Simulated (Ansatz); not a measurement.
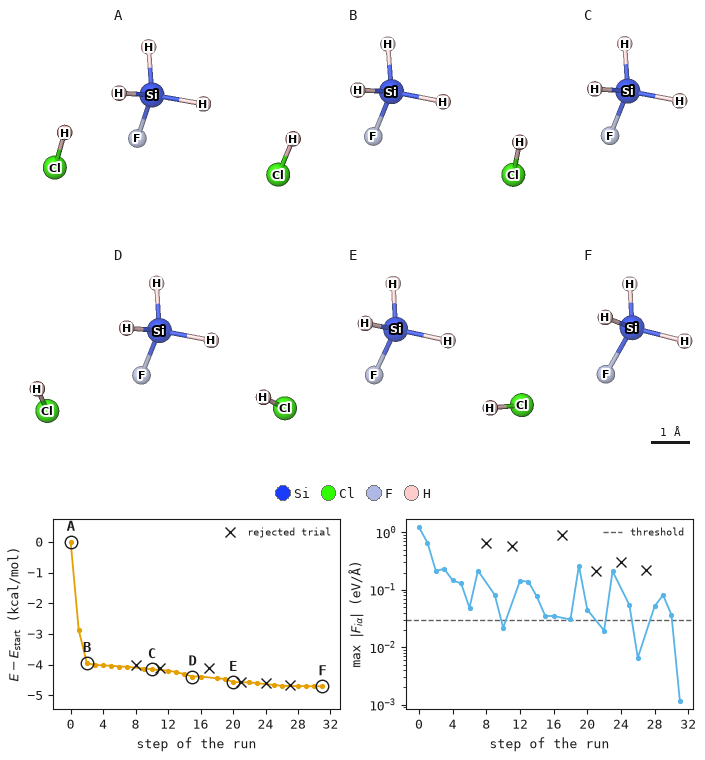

Frames of a relaxation of SiH4ClF, marked on the history of the run. Style: ball-and-stick. Shown from a free direction.

The run prepares an end point of a later path (reaction) calculation, from a guessed geometry.

All numbers below come from RKS CAM-B3LYP-D4/def2-SVP in Ansatz 0.2.0.

Input
```yaml
crystal:
  periodic: [false, false, false]
  atoms:
    - { symbol: Si, position_ang: [-0.385927, 0.0, -0.453093] }
    - { symbol: Cl, position_ang: [0.033672, -1.0e-06, 2.868247] }
    - { symbol: F, position_ang: [1.121059, 0.0, 0.126812] }
    - { symbol: H, position_ang: [-0.557224, 1.218832, -1.281346] }
    - { symbol: H, position_ang: [-0.557224, -1.218832, -1.281346] }
    - { symbol: H, position_ang: [-1.40764, -1.0e-06, 0.600799] }
    - { symbol: H, position_ang: [-1.230816, 1.0e-06, 2.459326] }
basis:
  gaussian: { orbitals: def2-SVP }
hamiltonian:
  xc: cam_b3lyp
  dispersion: d4
relax:
  f_tol: 0.03
  max_steps: 50
```

Run as
```bash
ansatz run input.yaml --threads 2 --pin off --max-ram 3072MiB --backend cpu --events-out ev --progress --plain --runs-dir out
```

What happens along the run?

Answer. H7 moves most after the best rigid fit: 1.55 Å. By element the largest moves are H 1.55 Å, Si 0.35 Å, F 0.24 Å, Cl 0.21 Å. Some distances before and after: Cl2–H7 1.329 → 1.287 Å, Si1–H6 1.468 → 1.482 Å, Si1–F3 1.615 → 1.622 Å. Bond angles that change, for instance: F3–Si1–H6 113.1° → 108.9°. The energy falls by 4.71 kcal/mol in 25 accepted moves (31 points after the start). Largest force component: 1.2 eV/Å at the start, 0.0012 eV/Å at the end. The line search rejected the trial steps at points 8, 11, 17, 21, 24, 27 of the run. The forces were under the threshold at step 10, but the run went on from there. From step 0 to 2: Cl2 moves most (0.39 Å), energy −3.95 kcal/mol. From step 2 to 10: H7 moves most (0.29 Å), energy −0.20 kcal/mol. From step 10 to 15: H7 moves most (0.42 Å), energy −0.23 kcal/mol. From step 15 to 20: H7 moves most (0.32 Å), energy −0.18 kcal/mol. From step 20 to 31: H7 moves most (0.35 Å), energy −0.14 kcal/mol.

```json
{"step": "0", "E − E(0), kcal/mol": "0.00", "largest force component, eV/Å": "1.2227", "note": ""}
{"step": "1", "E − E(0), kcal/mol": "-2.88", "largest force component, eV/Å": "0.6649", "note": ""}
{"step": "2", "E − E(0), kcal/mol": "-3.95", "largest force component, eV/Å": "0.2141", "note": ""}
{"step": "3", "E − E(0), kcal/mol": "-4.01", "largest force component, eV/Å": "0.2323", "note": ""}
{"step": "4", "E − E(0), kcal/mol": "-4.03", "largest force component, eV/Å": "0.1457", "note": ""}
{"step": "5", "E − E(0), kcal/mol": "-4.04", "largest force component, eV/Å": "0.1299", "note": ""}
{"step": "6", "E − E(0), kcal/mol": "-4.06", "largest force component, eV/Å": "0.0486", "note": ""}
{"step": "7", "E − E(0), kcal/mol": "-4.07", "largest force component, eV/Å": "0.2166", "note": ""}
{"step": "8", "E − E(0), kcal/mol": "-4.01", "largest force component, eV/Å": "0.6458", "note": "rejected"}
{"step": "9", "E − E(0), kcal/mol": "-4.13", "largest force component, eV/Å": "0.0817", "note": ""}
{"step": "10", "E − E(0), kcal/mol": "-4.15", "largest force component, eV/Å": "0.0219", "note": ""}
{"step": "11", "E − E(0), kcal/mol": "-4.13", "largest force component, eV/Å": "0.5691", "note": "rejected"}
{"step": "12", "E − E(0), kcal/mol": "-4.20", "largest force component, eV/Å": "0.1440", "note": ""}
{"step": "13", "E − E(0), kcal/mol": "-4.24", "largest force component, eV/Å": "0.1390", "note": ""}
{"step": "14", "E − E(0), kcal/mol": "-4.31", "largest force component, eV/Å": "0.0767", "note": ""}
{"step": "16", "E − E(0), kcal/mol": "-4.39", "largest force component, eV/Å": "0.0350", "note": ""}
{"step": "17", "E − E(0), kcal/mol": "-4.10", "largest force component, eV/Å": "0.9025", "note": "rejected"}
{"step": "18", "E − E(0), kcal/mol": "-4.45", "largest force component, eV/Å": "0.0305", "note": ""}
{"step": "19", "E − E(0), kcal/mol": "-4.47", "largest force component, eV/Å": "0.2643", "note": ""}
{"step": "20", "E − E(0), kcal/mol": "-4.57", "largest force component, eV/Å": "0.0451", "note": ""}
{"step": "21", "E − E(0), kcal/mol": "-4.56", "largest force component, eV/Å": "0.2168", "note": "rejected"}
{"step": "22", "E − E(0), kcal/mol": "-4.58", "largest force component, eV/Å": "0.0196", "note": ""}
{"step": "23", "E − E(0), kcal/mol": "-4.61", "largest force component, eV/Å": "0.2116", "note": ""}
{"step": "24", "E − E(0), kcal/mol": "-4.60", "largest force component, eV/Å": "0.3018", "note": "rejected"}
{"step": "25", "E − E(0), kcal/mol": "-4.66", "largest force component, eV/Å": "0.0546", "note": ""}
{"step": "27", "E − E(0), kcal/mol": "-4.68", "largest force component, eV/Å": "0.2247", "note": "rejected"}
{"step": "28", "E − E(0), kcal/mol": "-4.70", "largest force component, eV/Å": "0.0517", "note": ""}
{"step": "29", "E − E(0), kcal/mol": "-4.70", "largest force component, eV/Å": "0.0814", "note": ""}
{"step": "30", "E − E(0), kcal/mol": "-4.71", "largest force component, eV/Å": "0.0368", "note": ""}
{"step": "31", "E − E(0), kcal/mol": "-4.71", "largest force component, eV/Å": "0.0012", "note": ""}
```
